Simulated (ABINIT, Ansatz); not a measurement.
# GaH3 (Pm-3m): zone-centre phonons, part 3 of 4

Which modes does GaH3 (Pm-3m) have at the zone centre?

ABINIT 10.8.3; DFT LDA, scalar-relativistic, plane waves, HGH norm-conserving pseudopotentials.

So far. Step 3 (Self-consistent run for the response): The cell stands at -0.72 GPa: the relaxation ran with a smoothed and higher cutoff and on another k mesh. Step 4 (Linear response at Γ): The acoustic modes at Γ come out as far as 0.1 cm⁻¹ from zero, where they should vanish, a small numerical error. The relaxed cell has a = 3.378 Å (conventional setting).

The structure was built from a prototype and need not be the compound's stable phase.

### Step 5. Modes with the sum rule

anaddb reads the merged derivatives and imposes the acoustic sum rule.

File anaddb.abi:

```
ddb_filepath "gamma_DDB"
output_file "anaddb.abo"
outdata_prefix "anaddb"
asr 1
chneut 1
enunit 2
eivec 1
nph1l 1
qph1l 0.0 0.0 0.0 1.0
```

File mrgddb.in:

```
gamma_DDB
merged
2
dfpt_gammao_DDB
gso_DDB
```

Launch:

```bash
mrgddb < mrgddb.in > mrgddb.log
OMP_NUM_THREADS=1 anaddb anaddb.abi > anaddb.log
```

anaddb.abo, the main output file:

```text
-outvars_anaddb: echo values of input variables ----------------------

 Miscellaneous information :
      enunit         2
       eivec         1
         asr         1
 First list of wavevector (reduced coord.) :
       nph1l         1
       qph1l
                     0.00000000E+00  0.00000000E+00  0.00000000E+00    1.000E+00

================================================================================

 read the DDB information and perform some checks

  ==== Info on the Cryst% object ====
 Real(R)+Recip(G) space primitive vectors, cartesian coordinates (Bohr,Bohr^-1):
 R(1)=  6.3839283  0.0000000  0.0000000  G(1)=  0.1566434  0.0000000  0.0000000
 R(2)=  0.0000000  6.3839283  0.0000000  G(2)=  0.0000000  0.1566434  0.0000000
 R(3)=  0.0000000  0.0000000  6.3839283  G(3)=  0.0000000  0.0000000  0.1566434
 Unit cell volume ucvol=  2.6017406E+02 bohr^3
 Angles (23,13,12)=  9.00000000E+01  9.00000000E+01  9.00000000E+01 degrees
 Time-reversal symmetry is present
 Reduced atomic positions [iatom, xred, symbol]:
    1)    0.0000000  0.0000000  0.0000000  Ga
    2)    0.5000000  0.0000000  0.0000000   H
    3)    0.0000000  0.5000000  0.0000000   H
    4)    0.0000000  0.0000000  0.5000000   H

 DDB file with 3 blocks has been read.

================================================================================

 Treat the first list of vectors

  Phonon wavevector (reduced coordinates) :  0.00000  0.00000  0.00000
 Phonon energies in Hartree :
   0.000000E+00  0.000000E+00  0.000000E+00  1.240643E-03  1.240643E-03
   1.240643E-03  2.162399E-03  2.162399E-03  2.162399E-03  7.510113E-03
   7.510113E-03  7.510113E-03
 Phonon energies in meV     :
-  0.000000E+00  0.000000E+00  0.000000E+00  3.375963E+01  3.375963E+01
-  3.375963E+01  5.884188E+01  5.884188E+01  5.884188E+01  2.043606E+02
-  2.043606E+02  2.043606E+02
 Phonon frequencies in cm-1    :
-  0.000000E+00  0.000000E+00  0.000000E+00  2.722897E+02  2.722897E+02
-  2.722897E+02  4.745918E+02  4.745918E+02  4.745918E+02  1.648279E+03
-  1.648279E+03  1.648279E+03
 Phonon frequencies in Thz     :
-  0.000000E+00  0.000000E+00  0.000000E+00  8.163041E+00  8.163041E+00
-  8.163041E+00  1.422790E+01  1.422790E+01  1.422790E+01  4.941417E+01
-  4.941417E+01  4.941417E+01
 Phonon energies in Kelvin  :
-  0.000000E+00  0.000000E+00  0.000000E+00  3.917642E+02  3.917642E+02
-  3.917642E+02  6.828316E+02  6.828316E+02  6.828316E+02  2.371506E+03
-  2.371506E+03  2.371506E+03

 Eigendisplacements
 (will be given, for each mode : in cartesian coordinates
   for each atom the real part of the displacement vector,
   then the imaginary part of the displacement vector - absolute values smaller than 1.0d-7 are set to zero)
  Mode number    1   Energy    0.000000E+00
 Attention : low frequency mode.
   (Could be unstable or acoustic mode)
-  1  0.00000000E+00  0.00000000E+00  2.74607847E-03
-     0.00000000E+00  0.00000000E+00  0.00000000E+00
-  2  0.00000000E+00  0.00000000E+00  2.74607835E-03
-     0.00000000E+00  0.00000000E+00  0.00000000E+00
-  3  0.00000000E+00  0.00000000E+00  2.74607835E-03
-     0.00000000E+00  0.00000000E+00  0.00000000E+00
-  4  0.00000000E+00  0.00000000E+00  2.74607840E-03
-     0.00000000E+00  0.00000000E+00  0.00000000E+00
  Mode number    2   Energy    0.000000E+00
 Attention : low frequency mode.
   (Could be unstable or acoustic mode)
-  1  0.00000000E+00 -2.74607847E-03  0.00000000E+00
-     0.00000000E+00  0.00000000E+00  0.00000000E+00
-  2  0.00000000E+00 -2.74607834E-03  0.00000000E+00
-     0.00000000E+00  0.00000000E+00  0.00000000E+00
-  3  0.00000000E+00 -2.74607840E-03  0.00000000E+00
-     0.00000000E+00  0.00000000E+00  0.00000000E+00
-  4  0.00000000E+00 -2.74607834E-03  0.00000000E+00
-     0.00000000E+00  0.00000000E+00  0.00000000E+00
  Mode number    3   Energy    0.000000E+00
 Attention : low frequency mode.
   (Could be unstable or acoustic mode)
-  1  2.74607847E-03  0.00000000E+00  0.00000000E+00
-     0.00000000E+00  0.00000000E+00  0.00000000E+00
-  2  2.74607840E-03  0.00000000E+00  0.00000000E+00
-     0.00000000E+00  0.00000000E+00  0.00000000E+00
-  3  2.74607834E-03  0.00000000E+00  0.00000000E+00
-     0.00000000E+00  0.00000000E+00  0.00000000E+00
-  4  2.74607834E-03  0.00000000E+00  0.00000000E+00
-     0.00000000E+00  0.00000000E+00  0.00000000E+00
  Mode number    4   Energy    1.240643E-03
-  1  0.00000000E+00 -1.02077792E-07 -5.39578044E-04
-     0.00000000E+00  0.00000000E+00  0.00000000E+00
-  2  0.00000000E+00  2.95065906E-06  1.55970345E-02
-     0.00000000E+00  0.00000000E+00  0.00000000E+00
-  3  0.00000000E+00  1.15978688E-06  1.55970345E-02
-     0.00000000E+00  0.00000000E+00  0.00000000E+00
-  4  0.00000000E+00  2.95065906E-06  6.13057478E-03
-     0.00000000E+00  0.00000000E+00  0.00000000E+00
  Mode number    5   Energy    1.240643E-03
-  1  0.00000000E+00 -5.39578040E-04  1.02077921E-07
-     0.00000000E+00  0.00000000E+00  0.00000000E+00
-  2 -7.45325943E-07  1.55970344E-02 -2.95066279E-06
-     0.00000000E+00  0.00000000E+00  0.00000000E+00
-  3 -1.89621282E-06  6.13057473E-03 -2.95066279E-06
-     0.00000000E+00  0.00000000E+00  0.00000000E+00
-  4 -1.89621282E-06  1.55970344E-02 -1.15978835E-06
-     0.00000000E+00  0.00000000E+00  0.00000000E+00
  Mode number    6   Energy    1.240643E-03
-  1  5.39578050E-04  0.00000000E+00  0.00000000E+00
-     0.00000000E+00  0.00000000E+00  0.00000000E+00
-  2 -6.13057484E-03 -1.89621864E-06  0.00000000E+00
-     0.00000000E+00  0.00000000E+00  0.00000000E+00
-  3 -1.55970347E-02 -7.45328230E-07  0.00000000E+00
-     0.00000000E+00  0.00000000E+00  0.00000000E+00
-  4 -1.55970347E-02 -1.89621864E-06  0.00000000E+00
-     0.00000000E+00  0.00000000E+00  0.00000000E+00
  Mode number    7   Energy    2.162399E-03
-  1  0.00000000E+00  0.00000000E+00  0.00000000E+00
-     0.00000000E+00  0.00000000E+00  0.00000000E+00
-  2  0.00000000E+00  1.11463820E-05  1.64963366E-02
-     0.00000000E+00  0.00000000E+00  0.00000000E+00
-  3 -1.24235294E-06  0.00000000E+00 -1.64963366E-02
-     0.00000000E+00  0.00000000E+00  0.00000000E+00
-  4  1.24235294E-06 -1.11463820E-05  0.00000000E+00
-     0.00000000E+00  0.00000000E+00  0.00000000E+00
  Mode number    8   Energy    2.162399E-03
-  1  0.00000000E+00  0.00000000E+00  0.00000000E+00
-     0.00000000E+00  0.00000000E+00  0.00000000E+00
-  2  0.00000000E+00  1.64963367E-02 -1.11463090E-05
-     0.00000000E+00  0.00000000E+00  0.00000000E+00
-  3  9.69464398E-07  0.00000000E+00  1.11463090E-05
-     0.00000000E+00  0.00000000E+00  0.00000000E+00
-  4 -9.69464398E-07 -1.64963367E-02  0.00000000E+00
-     0.00000000E+00  0.00000000E+00  0.00000000E+00
  Mode number    9   Energy    2.162399E-03
-  1  0.00000000E+00  0.00000000E+00  0.00000000E+00
-     0.00000000E+00  0.00000000E+00  0.00000000E+00
-  2  0.00000000E+00  9.68624736E-07 -1.24300771E-06
-     0.00000000E+00  0.00000000E+00  0.00000000E+00
-  3 -1.64963404E-02  0.00000000E+00  1.24300771E-06
-     0.00000000E+00  0.00000000E+00  0.00000000E+00
-  4  1.64963404E-02 -9.68624736E-07  0.00000000E+00
-     0.00000000E+00  0.00000000E+00  0.00000000E+00
  Mode number   10   Energy    7.510113E-03
-  1  0.00000000E+00  0.00000000E+00  1.89470777E-04
-     0.00000000E+00  0.00000000E+00  0.00000000E+00
-  2  0.00000000E+00  0.00000000E+00  4.61744594E-03
-     0.00000000E+00  0.00000000E+00  0.00000000E+00
-  3  0.00000000E+00  0.00000000E+00  4.61744594E-03
-     0.00000000E+00  0.00000000E+00  0.00000000E+00
-  4  0.00000000E+00  0.00000000E+00 -2.23412981E-02
-     0.00000000E+00  0.00000000E+00  0.00000000E+00
  Mode number   11   Energy    7.510113E-03
-  1  0.00000000E+00  1.89470776E-04  0.00000000E+00
-     0.00000000E+00  0.00000000E+00  0.00000000E+00
-  2 -1.74167060E-07  4.61744594E-03  0.00000000E+00
-     0.00000000E+00  0.00000000E+00  0.00000000E+00
-  3  0.00000000E+00 -2.23412981E-02  0.00000000E+00
-     0.00000000E+00  0.00000000E+00  0.00000000E+00
-  4  0.00000000E+00  4.61744594E-03  0.00000000E+00
-     0.00000000E+00  0.00000000E+00  0.00000000E+00
  Mode number   12   Energy    7.510113E-03
-  1  1.89470776E-04  0.00000000E+00  0.00000000E+00
-     0.00000000E+00  0.00000000E+00  0.00000000E+00
-  2 -2.23412981E-02  0.00000000E+00  0.00000000E+00
-     0.00000000E+00  0.00000000E+00  0.00000000E+00
-  3  4.61744594E-03  1.74167060E-07  0.00000000E+00
-     0.00000000E+00  0.00000000E+00  0.00000000E+00
-  4  4.61744594E-03  0.00000000E+00  0.00000000E+00
-     0.00000000E+00  0.00000000E+00  0.00000000E+00

 Analysis of degeneracies and characters (maximum tolerance=1.00E-06 a.u.)
 For each vibration mode, or group of modes if degenerate,
 the characters are given for each symmetry operation (see the list in the log file).
 Symmetry characters of vibration mode #   1
       degenerate with vibration modes #   2 to    3
  3.0 -3.0 -1.0  1.0 -1.0  1.0 -1.0  1.0  1.0 -1.0 -1.0  1.0  1.0 -1.0 -1.0  1.0
 -0.0  0.0  0.0 -0.0  0.0 -0.0 -0.0  0.0  1.0 -1.0 -1.0  1.0 -1.0  1.0  1.0 -1.0
 -0.0  0.0  0.0 -0.0 -0.0  0.0  0.0 -0.0  1.0 -1.0  1.0 -1.0 -1.0  1.0 -1.0  1.0
 Symmetry characters of vibration mode #   4
       degenerate with vibration modes #   5 to    6
  3.0 -3.0 -1.0  1.0 -1.0  1.0 -1.0  1.0  1.0 -1.0 -1.0  1.0  1.0 -1.0 -1.0  1.0
  0.0 -0.0  0.0 -0.0 -0.0  0.0 -0.0  0.0  1.0 -1.0 -1.0  1.0 -1.0  1.0  1.0 -1.0
  0.0 -0.0 -0.0  0.0 -0.0  0.0  0.0 -0.0  1.0 -1.0  1.0 -1.0 -1.0  1.0 -1.0  1.0
 Symmetry characters of vibration mode #   7
       degenerate with vibration modes #   8 to    9
  3.0 -3.0 -1.0  1.0 -1.0  1.0 -1.0  1.0 -1.0  1.0  1.0 -1.0 -1.0  1.0  1.0 -1.0
 -0.0  0.0  0.0 -0.0 -0.0  0.0  0.0 -0.0 -1.0  1.0  1.0 -1.0  1.0 -1.0 -1.0  1.0
 -0.0  0.0 -0.0  0.0  0.0 -0.0  0.0 -0.0 -1.0  1.0 -1.0  1.0  1.0 -1.0  1.0 -1.0
 Symmetry characters of vibration mode #  10
       degenerate with vibration modes #  11 to   12
  3.0 -3.0 -1.0  1.0 -1.0  1.0 -1.0  1.0  1.0 -1.0 -1.0  1.0  1.0 -1.0 -1.0  1.0
 -0.0  0.0  0.0 -0.0 -0.0  0.0  0.0 -0.0  1.0 -1.0 -1.0  1.0 -1.0  1.0  1.0 -1.0
 -0.0  0.0 -0.0  0.0  0.0 -0.0  0.0 -0.0  1.0 -1.0  1.0 -1.0 -1.0  1.0 -1.0  1.0
-
```

Run time: 0.59 s. Hardware: 1 thread of Arm Neoverse N1, shared host.

No LO-TO term; unit eigenvectors of the mass-weighted matrix, from anaddb's displacements. The modes at Γ (shares of kinetic energy by element, %):

| mode | frequency (cm⁻¹) | symmetry | Ga % | H % |
| --- | --- | --- | --- | --- |
| 1 | 0.0 | acoustic | 96 | 4 |
| 2 | 0.0 | acoustic | 96 | 4 |
| 3 | 0.0 | acoustic | 96 | 4 |
| 4 | 272.3 | T1u | 4 | 96 |
| 5 | 272.3 | T1u | 4 | 96 |
| 6 | 272.3 | T1u | 4 | 96 |
| 7 | 474.6 | T2u | 0 | 100 |
| 8 | 474.6 | T2u | 0 | 100 |
| 9 | 474.6 | T2u | 0 | 100 |
| 10 | 1648.3 | T1u | 0 | 100 |
| 11 | 1648.3 | T1u | 0 | 100 |
| 12 | 1648.3 | T1u | 0 | 100 |

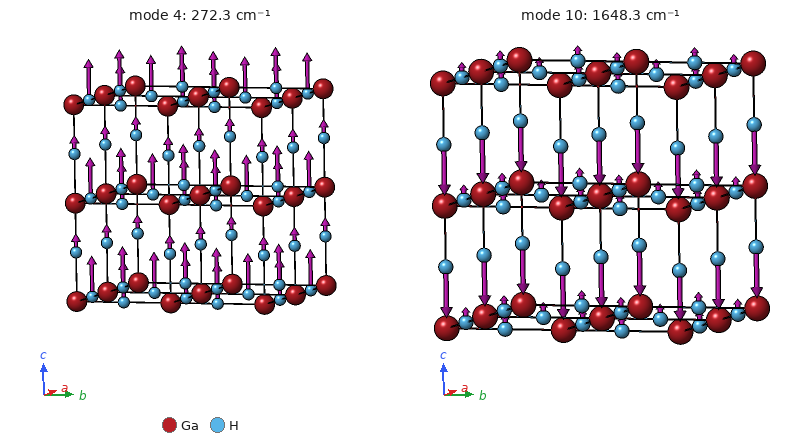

Displacement patterns of modes 4 and 10 at Γ; arrows are exaggerated. 2×2×2 cells are drawn. Some periodic images of atoms are drawn too.

The rule moves no optical mode by more than 0.1 cm⁻¹.

(Continued in part 4 of 4.)

[Host names and launcher messages were left out of these logs when they were recorded.]

[Logs are printed without paths, hosts, clocks, repeated set-up lines and the standing remarks that a program may print on its own settings, such as how far it seeks lower states.]

[Hosts, paths, dates, database ids (printed as entryN), source tags and the programs' standing remarks are cut or masked in the printed files.]
